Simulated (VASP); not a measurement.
Band structure of HgTe (zinc blende). All values below come from PBE GGA with D3 dispersion (zero damping), VASP's PBE PAW potentials (set 64) (plane waves; VASP 6.6.1).

Unless said otherwise, spin-orbit coupling is left out, though it shifts the bands of the heavy elements here.

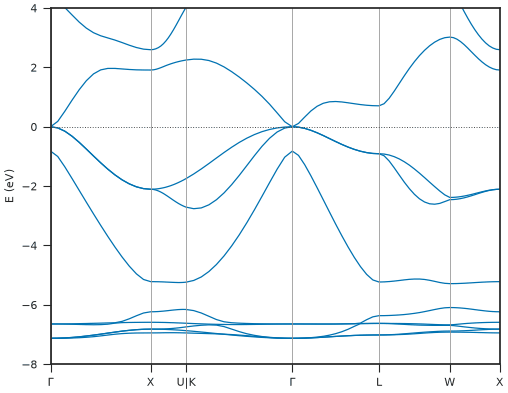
*Bands along high-symmetry lines, zero at the valence-band maximum or, without a gap, the Fermi level*

Read the plot: is there a gap, and where are the band edges?

It has no gap at this level: it comes out as a metal or semimetal. (Edges off the drawn lines would not show.)

The compound is HgTe in the zinc blende structure. It was relaxed first.
